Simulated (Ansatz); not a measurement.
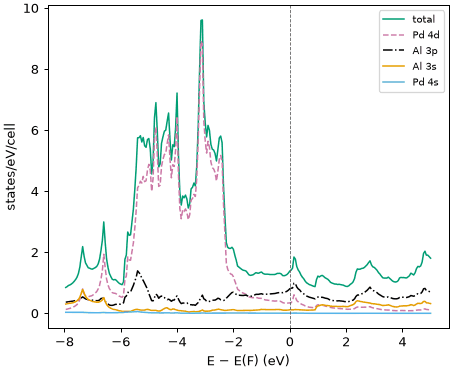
Figure. Total and projected density of states of AlPd in space group Cmcm (No. 63; Al on 4c, Pd on 4c), r²SCAN (plane waves, PAW; program Ansatz)

### Question
Which orbitals carry the states next to the Fermi level?

### Answer
Within 0.5 eV of the Fermi level: Al 3p 55 %, Pd 4d 28 %, Al 3s 9 %, outside the projected shells 7 %. Projections are on Löwdin-orthogonalised atomic valence shells; empty p or d shells of many metals are not among them.

### Question
Where is the tallest occupied peak in this window, and what makes it?

### Answer
Near -3.1 eV, about 9.6 states/eV per cell; the largest projected share is Pd 4d.

The start of the workflow was typed in or built on a structure type; neither database checked (COD, Materials Project) lists it. Its standing as an ambient phase is unchecked. The r²SCAN relaxation kept the symmetry of its start; whether a distortion lowers the energy is not shown. No spin polarisation was allowed. Spin–orbit coupling is left out wherever it is not named.

Potentials: the earlier of the program's two PAW sets.
